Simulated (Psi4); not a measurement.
Run report: SiH$_{3}$O, field calculation

The run: field calculation of SiH$_{3}$O, multiplicity 2, SMILES [O][SiH3]. Method and program: PW86PBE/pcSseg-2, UKS, in an applied electric field (Psi4 1.11).

The geometry comes from this level: GFN2-xTB.

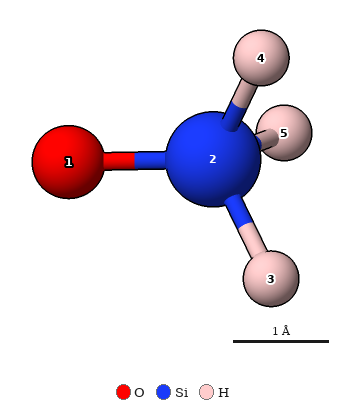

*The input geometry (ball-and-stick view, seen at a tilt; atoms are numbered from 1 in the order of the input).*

**Input (calc.py)**
```python
import psi4

psi4.set_memory('1600 MB')
psi4.set_num_threads(1)
psi4.core.set_output_file('psi4.out', False)

geom = psi4.geometry("""
0 2
O     -1.416610     0.267850     0.690210
Si    -0.065850     0.007840     0.019870
H     -0.120650    -0.242400    -1.447490
H      0.685890    -1.159260     0.572930
H      0.917210     1.125960     0.164480
symmetry c1
no_reorient
no_com
""")

psi4.set_options({
    'basis': 'pcSseg-2',
    'reference': 'uks',
    'scf_type': 'direct',
    'perturb_h': True,
    'perturb_with': 'dipole',
    'perturb_dipole': [0.005, -0.0, -0.0],
})

e_tot, wfn = psi4.energy('pw86pbe', return_wfn=True)
print('E =', round(e_tot, 9))
for k, v in sorted(psi4.core.scalar_variables().items()):
    print(f'{k:45s} {v:18.10f}')
```

Command:
```bash
python calc.py
```

**Log**
```
=> Loading Basis Set <=

    Name: PCSSEG-2
    Role: ORBITAL
    Keyword: BASIS

         ---------------------------------------------------------
                                   SCF
                              UKS Reference
                        1 Threads,   1525 MiB Core
         ---------------------------------------------------------

  ==> Geometry <==

    Molecular point group: c1
    Full point group: C1

    Geometry (in Angstrom), charge = 0, multiplicity = 2:

       Center              X                  Y                   Z               Mass
    ------------   -----------------  -----------------  -----------------  -----------------
         O           -1.416610000000     0.267850000000     0.690210000000    15.994914619570
         SI          -0.065850000000     0.007840000000     0.019870000000    27.976926534650
         H           -0.120650000000    -0.242400000000    -1.447490000000     1.007825032230
         H            0.685890000000    -1.159260000000     0.572930000000     1.007825032230
         H            0.917210000000     1.125960000000     0.164480000000     1.007825032230

  Running in c1 symmetry.

  Rotational constants: A =      3.02746  B =      0.37737  C =      0.37666 [cm^-1]
  Rotational constants: A =  90761.02843  B =  11313.24925  C =  11292.06654 [MHz]
  Nuclear repulsion =   59.179102972552535

  Charge       = 0
  Multiplicity = 2
  Electrons    = 25
  Nalpha       = 13
  Nbeta        = 12

  ==> Algorithm <==

  SCF Algorithm Type is DIRECT.
  DIIS enabled.
  MOM disabled.
  Fractional occupation disabled.
  Guess Type is SAD.
  Energy threshold   = 1.00e-06
  Density threshold  = 1.00e-06
  Integral threshold = 1.00e-12

  ==> Primary Basis <==

  Basis Set: PCSSEG-2
    Blend: PCSSEG-2
    Number of shells: 45
    Number of basis functions: 121
    Number of Cartesian functions: 134
    Spherical Harmonics?: true
    Max angular momentum: 3

  ==> DFT Potential <==

   => LibXC <=

    Version 7.1.2

   => Composite Functional: PW86PBE <=

    PW86PBE GGA Exchange-Correlation Functional

    Deriv               =              1
    GGA                 =           TRUE
    Meta                =          FALSE

    Exchange Hybrid     =          FALSE
    MP2 Hybrid          =          FALSE

   => Exchange Functionals <=

    1.0000    XC_GGA_X_PW86

   => Correlation Functionals <=

    1.0000     XC_GGA_C_PBE

   => LibXC Density Thresholds  <==

    XC_GGA_C_PBE:  1.00E-12
    XC_GGA_X_PW86:  1.00E-15

   => Molecular Quadrature <=

    Radial Scheme          =       TREUTLER
    Pruning Scheme         =           NONE
    Nuclear Scheme         =       TREUTLER

    Blocking Scheme        =         OCTREE
    BS radius alpha        =              1
    Pruning alpha          =              1
    Radial Points          =             75
    Spherical Points       =            302
    Total Points           =         109569
    Total Blocks           =            866
    Max Points             =            256
    Max Functions          =            121
    Weights Tolerance      =       1.00E-15

   => Loading Basis Set <=

    Name: (PCSSEG-2 AUX)
    Role: JKFIT
    Keyword: DF_BASIS_SCF

  Starting with a DF guess...

  ==> Integral Setup <==

  DFHelper Memory: AOs need 0.032 GiB; user supplied 0.817 GiB.
  SCF_SUBTYPE=INCORE selected. In-core MEM_DF algorithm will be used.
  Using in-core AOs.

  ==> MemDFJK: Density-Fitted J/K Matrices <==

    J tasked:                   Yes
    K tasked:                    No
    wK tasked:                   No
    Memory [MiB]:               837
    Algorithm:                 Core
    Schwarz Cutoff:           1E-12
    Mask sparsity (%):       0.7650
    Fitting Condition:        1E-10

   => Auxiliary Basis Set <=

  Basis Set: (PCSSEG-2 AUX)
    Blend: DEF2-UNIVERSAL-JKFIT
    Number of shells: 81
    Number of basis functions: 259
    Number of Cartesian functions: 308
    Spherical Harmonics?: true
    Max angular momentum: 4

  Cached 100.0% of DFT collocation blocks in 0.300 [GiB].

  Perturbing V by 0.005000 mu(x).
  Minimum eigenvalue in the overlap matrix is 3.6785974320E-03.
  Reciprocal condition number of the overlap matrix is 6.6038063121E-04.
    Using symmetric orthogonalization.

  ==> Pre-Iterations <==

  SCF Guess: Superposition of Atomic Densities via on-the-fly atomic UHF (no occupation information).

   -------------------------
    Irrep   Nso     Nmo
   -------------------------
     A        121     121
   -------------------------
    Total     121     121
   -------------------------

  ==> Iterations <==

                           Total Energy        Delta E     RMS |[F,P]|

   @DF-UKS iter SAD:  -366.22967233612184   -3.66230e+02   0.00000e+00
   @DF-UKS iter   1:  -366.31927309919570   -8.96008e-02   7.12983e-03 ADIIS/DIIS
   @DF-UKS iter   2:  -362.69285814095480    3.62641e+00   2.05248e-02 ADIIS/DIIS
   @DF-UKS iter   3:  -366.56882454513823   -3.87597e+00   2.22144e-03 ADIIS/DIIS
   @DF-UKS iter   4:  -366.56013703845360    8.68751e-03   2.61108e-03 ADIIS/DIIS
   @DF-UKS iter   5:  -366.60346457884032   -4.33275e-02   1.07276e-03 ADIIS/DIIS
   @DF-UKS iter   6:  -366.61101075432862   -7.54618e-03   4.23333e-04 ADIIS/DIIS
   @DF-UKS iter   7:  -366.61212560849054   -1.11485e-03   1.66541e-04 ADIIS/DIIS
   @DF-UKS iter   8:  -366.61236541265987   -2.39804e-04   3.23643e-05 DIIS
   @DF-UKS iter   9:  -366.61237552944613   -1.01168e-05   1.51544e-05 DIIS
   @DF-UKS iter  10:  -366.61237776804614   -2.23860e-06   4.52933e-06 DIIS
   @DF-UKS iter  11:  -366.61237798203189   -2.13986e-07   5.21038e-06 DIIS
   @DF-UKS iter  12:  -366.61237816400740   -1.81976e-07   4.95456e-06 DIIS
   @DF-UKS iter  13:  -366.61237846676852   -3.02761e-07   4.87370e-06 DIIS
   @DF-UKS iter  14:  -366.61237979196017   -1.32519e-06   3.96077e-06 DIIS
   @DF-UKS iter  15:  -366.61238221360469   -2.42164e-06   3.68836e-06 DIIS
   @DF-UKS iter  16:  -366.61238214612644    6.74783e-08   2.63903e-06 DIIS
   @DF-UKS iter  17:  -366.61238243746664   -2.91340e-07   3.15874e-06 DIIS
   @DF-UKS iter  18:  -366.61238247541360   -3.79470e-08   2.12992e-06 DIIS
   @DF-UKS iter  19:  -366.61238264496745   -1.69554e-07   1.88979e-06 DIIS
   @DF-UKS iter  20:  -366.61238266061116   -1.56437e-08   1.35798e-06 DIIS
   @DF-UKS iter  21:  -366.61238267815997   -1.75488e-08   2.18528e-07 DIIS

  DF guess converged.

  ==> DirectJK: Integral-Direct J/K Matrices <==

    J tasked:                  Yes
    K tasked:                   No
    wK tasked:                  No
    Integrals threads:           1
    Screening Type:           CSAM
    Screening Cutoff:        1E-12
    Incremental Fock:           No

   @UKS iter  22:  -366.61232112313718   -3.66612e+02   3.17668e-06 DIIS
   @UKS iter  23:  -366.61232114779159   -2.46544e-08   3.43643e-07 DIIS
  Energy and wave function converged.

  ==> Post-Iterations <==

   Electrons on quadrature grid:
      Nalpha   =   13.0000024519 ; deviation = 2.452e-06
      Nbeta    =   12.0000008475 ; deviation = 8.475e-07
      Ntotal   =   25.0000032995 ; deviation = 3.299e-06

   @Spin Contamination Metric:   3.779393653E-03
   @S^2 Expected:                7.500000000E-01
   @S^2 Observed:                7.537793937E-01
   @S   Expected:                5.000000000E-01
   @S   Observed:                5.000000000E-01

    Orbital Energies [Eh]
    ---------------------

    Alpha Occupied:

       1A    -65.472876     2A    -18.815437     3A     -5.073514
       4A     -3.479621     5A     -3.478599     6A     -3.477980
       7A     -0.915847     8A     -0.494507     9A     -0.388411
      10A     -0.353675    11A     -0.351368    12A     -0.315037
      13A     -0.276477

    Alpha Virtual:

      14A     -0.024315    15A      0.003932    16A      0.025942
      17A      0.027737    18A      0.080512    19A      0.084784
      20A      0.167025    21A      0.182189    22A      0.209892
      23A      0.211565    24A      0.297328    25A      0.312938
      26A      0.332473    27A      0.377190    28A      0.438994
      29A      0.450678    30A      0.586375    31A      0.597622
      32A      0.611864    33A      0.685472    34A      0.743295
      35A      0.750667    36A      0.775242    37A      0.849191
      38A      0.859274    39A      0.901024    40A      0.987673
      41A      0.990260    42A      1.071322    43A      1.207385
      44A      1.245064    45A      1.250366    46A      1.447547
      47A      1.457906    48A      1.510092    49A      1.527265
      50A      1.583748    51A      1.594865    52A      1.633967
      53A      1.693955    54A      1.760047    55A      1.887620
      56A      1.898803    57A      1.930967    58A      1.963608
      59A      1.976310    60A      2.163501    61A      2.304362
      62A      2.329886    63A      2.543242    64A      3.052077
      65A      3.055965    66A      3.076564    67A      3.338277
      68A      3.341502    69A      3.414066    70A      3.655779
      71A      3.673528    72A      3.684257    73A      3.699034
      74A      3.704615    75A      3.748402    76A      3.754733
      77A      3.828410    78A      3.832636    79A      3.873132
      80A      3.975352    81A      3.986666    82A      4.029563
      83A      4.036972    84A      4.147990    85A      4.158021
      86A      4.212806    87A      4.225255    88A      4.263758
      89A      4.320163    90A      4.345300    91A      4.358525
      92A      4.521943    93A      4.528886    94A      4.548873
      95A      4.606009    96A      4.617626    97A      4.676401
      98A      4.907716    99A      4.925770   100A      4.957742
     101A      5.259880   102A      5.304247   103A      5.702287
     104A      5.868098   105A      5.870247   106A      6.254962
     107A      6.300244   108A      6.716077   109A      7.830388
     110A      7.885292   111A      8.335755   112A     14.114819
     113A     14.116060   114A     14.306258   115A     16.932657
     116A     33.038594   117A     33.080323   118A     33.321793
     119A     50.898486   120A     50.901098   121A     51.110146

    Beta Occupied:

       1A    -65.473115     2A    -18.798385     3A     -5.073765
       4A     -3.479967     5A     -3.478880     6A     -3.478331
       7A     -0.874602     8A     -0.485102     9A     -0.347740
      10A     -0.345021    11A     -0.338381    12A     -0.265524

    Beta Virtual:

      13A     -0.253707    14A     -0.020918    15A      0.008254
      16A      0.029886    17A      0.034744    18A      0.084947
      19A      0.086044    20A      0.175071    21A      0.184913
      22A      0.212545    23A      0.215434    24A      0.316571
      25A      0.318401    26A      0.337323    27A      0.379690
      28A      0.452545    29A      0.455211    30A      0.596891
      31A      0.599794    32A      0.626356    33A      0.695504
      34A      0.752968    35A      0.754297    36A      0.780822
      37A      0.857252    38A      0.860914    39A      0.904544
      40A      0.994773    41A      0.996252    42A      1.077515
      43A      1.220740    44A      1.258501    45A      1.266369
      46A      1.480332    47A      1.482669    48A      1.528881
      49A      1.532992    50A      1.597964    51A      1.599961
      52A      1.641916    53A      1.700905    54A      1.759035
      55A      1.895055    56A      1.938150    57A      1.952050
      58A      1.977700    59A      1.984135    60A      2.166791
      61A      2.334274    62A      2.340040    63A      2.561293
      64A      3.053722    65A      3.057233    66A      3.083770
      67A      3.344238    68A      3.344368    69A      3.433211
      70A      3.676492    71A      3.692366    72A      3.694416
      73A      3.715219    74A      3.716022    75A      3.762854
      76A      3.765398    77A      3.862318    78A      3.883937
      79A      3.906342    80A      3.997980    81A      4.011599
      82A      4.052995    83A      4.054447    84A      4.163571
      85A      4.171694    86A      4.227544    87A      4.236658
      88A      4.274187    89A      4.349116    90A      4.356003
      91A      4.373809    92A      4.535856    93A      4.552922
      94A      4.567914    95A      4.617539    96A      4.635939
      97A      4.693608    98A      4.928788    99A      4.936372
     100A      4.973326   101A      5.277955   102A      5.310641
     103A      5.731475   104A      5.942837   105A      5.957931
     106A      6.306380   107A      6.325722   108A      6.730020
     109A      7.896217   110A      7.919888   111A      8.350474
     112A     14.114294   113A     14.115538   114A     14.306145
     115A     16.933911   116A     33.095989   117A     33.123134
     118A     33.337458   119A     50.898232   120A     50.900811
     121A     51.109928

    Final Occupation by Irrep:
              A
    DOCC [    12 ]
    SOCC [     1 ]
    NA   [    13 ]
    NB   [    12 ]

  @UKS Final Energy:  -366.61232114779159

   => Energetics <=

    Nuclear Repulsion Energy =             59.1791029725525348
    One-Electron Energy =                -624.1404145020237593
    Two-Electron Energy =                 229.0827686033031796
    DFT Exchange-Correlation Energy =     -30.7337782216235169
    Empirical Dispersion Energy =           0.0000000000000000
    VV10 Nonlocal Energy =                  0.0000000000000000
    Total Energy =                       -366.6123211477915902

  UHF NO Occupations:
  HONO-2 :   11  A 1.9996716
  HONO-1 :   12  A 1.9987442
  HONO-0 :   13  A 1.0000000
  LUNO+0 :   14  A 0.0012558
  LUNO+1 :   15  A 0.0003284
  LUNO+2 :   16  A 0.0001341
  LUNO+3 :   17  A 0.0000843

Computation Completed

Properties will be evaluated at   0.000000,   0.000000,   0.000000 [a0]

Properties computed using the SCF density matrix

 Multipole Moments:

 ------------------------------------------------------------------------------------
     Multipole            Electronic (a.u.)      Nuclear  (a.u.)        Total (a.u.)
 ------------------------------------------------------------------------------------

 L = 1.  Multiply by 2.5417464519 to convert [e a0] to [Debye]
 Dipole X            :         20.6820606          -20.3567534            0.3253072
 Dipole Y            :         -3.8411512            3.7357240           -0.1054272
 Dipole Z            :        -10.0707890            9.6182902           -0.4524988
 Magnitude           :                                                    0.5671815

 ------------------------------------------------------------------------------------

	total time  =         12 seconds =       0.20 minutes
```

**Standard output**
```
E = -366.612321148
CURRENT ENERGY                                   -366.6123211478
CURRENT REFERENCE ENERGY                         -366.6123211478
DD SOLVATION ENERGY                                 0.0000000000
DFT FUNCTIONAL TOTAL ENERGY                      -366.6123211478
DFT TOTAL ENERGY                                 -366.6123211478
DFT VV10 ENERGY                                     0.0000000000
DFT XC ENERGY                                     -30.7337782216
GRID ELECTRONS ALPHA                               13.0000024519
GRID ELECTRONS BETA                                12.0000008475
GRID ELECTRONS TOTAL                               25.0000032995
NUCLEAR REPULSION ENERGY                           59.1791029726
ONE-ELECTRON ENERGY                              -624.1404145020
PCM POLARIZATION ENERGY                             0.0000000000
PE ENERGY                                           0.0000000000
SCF ITERATION ENERGY                             -366.6123211478
SCF ITERATIONS                                     23.0000000000
SCF TOTAL ENERGY                                 -366.6123211478
TWO-ELECTRON ENERGY                               229.0827686033
XC GRID RADIAL POINTS                              75.0000000000
XC GRID SPHERICAL POINTS                          302.0000000000
XC GRID TOTAL POINTS                           109569.0000000000
```

**Summary**

```csv
quantity,value
outcome,converged
total energy,−366.612321 hartree
basis functions,121
⟨S²⟩,0.754
dipole moment,1.44 D
hardware,"1 thread of AMD EPYC (Zen 5), 16 GiB of memory available, shared host"
wall time,13 s
peak memory,0.56 GiB
```
